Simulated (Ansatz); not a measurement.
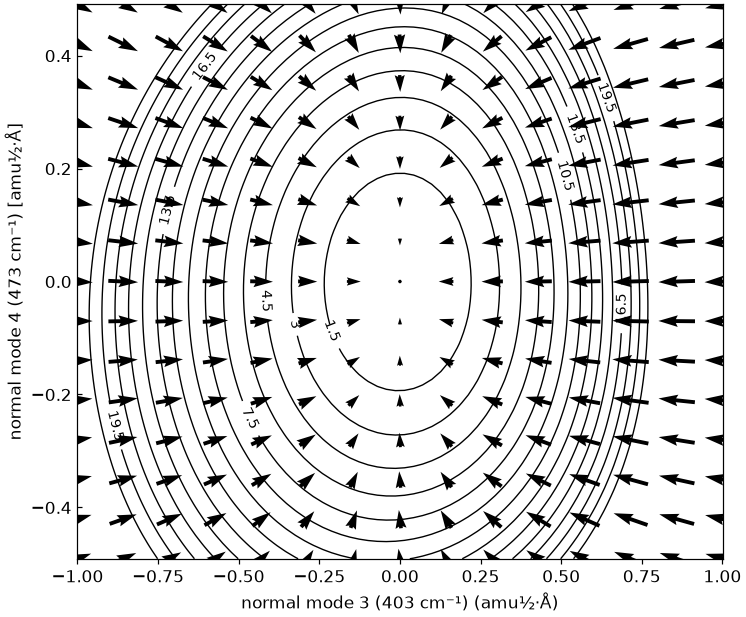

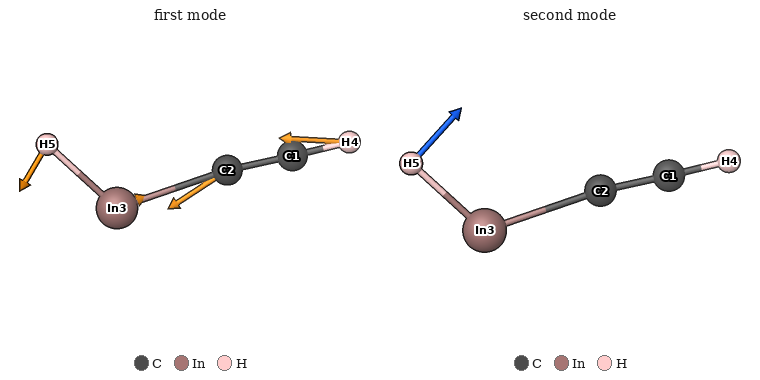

Energy landscape of C2H2In, SMILES C#[C][InH], spin multiplicity 2. The first coordinate is: normal mode 3 (403 cm⁻¹); the second: normal mode 4 (473 cm⁻¹). Nothing is relaxed (straight displacements along the two mass-weighted modes). Grid: 15 × 15 points. All energies are given in kJ/mol relative to the lowest grid point. Theory: Ansatz, UKS PBE0-D4/def2-TZVP.

In the figure: contour lines labelled in kJ/mol (none above 21), arrows along the force (downhill), their lengths compressed. Between grid points the surface is interpolated. The second picture is the structure at the lowest point

Question: What does the map say about the system?

Answer: The lowest grid point is at normal mode 3 (403 cm⁻¹) = 0.000 amu½·Å, normal mode 4 (473 cm⁻¹) = 0.000 amu½·Å. It is the only kind of minimum in the scanned range. The highest grid point, normal mode 3 (403 cm⁻¹) = 1.001 amu½·Å, normal mode 4 (473 cm⁻¹) = 0.491 amu½·Å, lies 52.6 kJ/mol above the lowest.

Each point was launched as `ansatz run input.yaml --threads 1 --pin off --max-ram 2560MiB --backend cpu --events-out ev --progress --plain --runs-dir out`. The whole map (225 points run) took 9.3 min on 1 thread of AMD EPYC 9R45 (Zen 5), with other jobs on the host.
